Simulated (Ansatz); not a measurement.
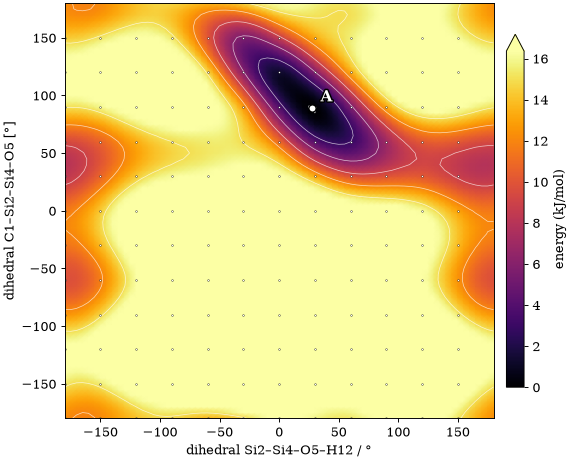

CH7FOSi2, SMILES C[SiH](F)[SiH2]O. The first coordinate is: dihedral Si2–Si4–O5–H12; the second: dihedral C1–Si2–Si4–O5. Nothing is relaxed (all other coordinates rigid). Grid: 12 × 12 points. Points are written as (first, second). All energies are given in kJ/mol relative to the lowest grid point. Level of theory: RKS PBE-D4/def2-SVP in Ansatz 0.2.0.

The picture shows a smooth colour map with a few white contour lines, dots at the grid points, one colour for all values above the top of the scale, the well A. Between grid points the surface is interpolated.

Q: Where is the minimum, and how stiff is the well along each coordinate? Take the well at A.

A: The interpolated minimum is at dihedral Si2–Si4–O5–H12 ≈ 28°, dihedral C1–Si2–Si4–O5 ≈ 89°. The curvatures there are about 0.44 eV/rad² and 0.47 eV/rad², with a cross term of about 0.3 eV/rad². Round the minimum the valley is strongly tilted: raising dihedral Si2–Si4–O5–H12 shifts the best value of dihedral C1–Si2–Si4–O5 downwards (coupling k₁₂/√(k₁₁k₂₂) about 0.7). (1 eV is 96.5 kJ/mol.)
